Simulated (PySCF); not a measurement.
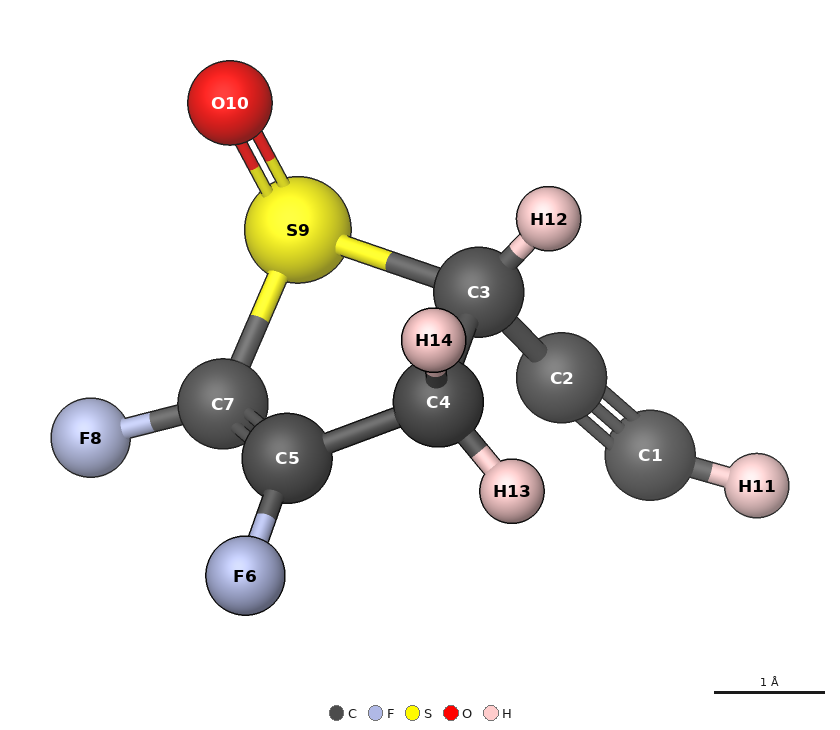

Atoms carry their numbers in the input. Geometry: a frame of a GFN2-xTB molecular-dynamics simulation, not a minimum.

Give the bond lengths.

```json
{"bond": "C1–C2", "length (Å)": "1.216", "order": "triple"}
{"bond": "C1–H11", "length (Å)": "1.020", "order": "single"}
{"bond": "C2–C3", "length (Å)": "1.426", "order": "single"}
{"bond": "C3–C4", "length (Å)": "1.506", "order": "single"}
{"bond": "C3–S9", "length (Å)": "2.004", "order": "single"}
{"bond": "C3–H12", "length (Å)": "0.990", "order": "single"}
{"bond": "C4–C5", "length (Å)": "1.530", "order": "single"}
{"bond": "C4–H13", "length (Å)": "1.057", "order": "single"}
{"bond": "C4–H14", "length (Å)": "1.092", "order": "single"}
{"bond": "C5–F6", "length (Å)": "1.280", "order": "single"}
{"bond": "C5–C7", "length (Å)": "1.294", "order": "double"}
{"bond": "C7–F8", "length (Å)": "1.349", "order": "single"}
{"bond": "C7–S9", "length (Å)": "1.830", "order": "single"}
{"bond": "S9–O10", "length (Å)": "1.477", "order": "double"}
```
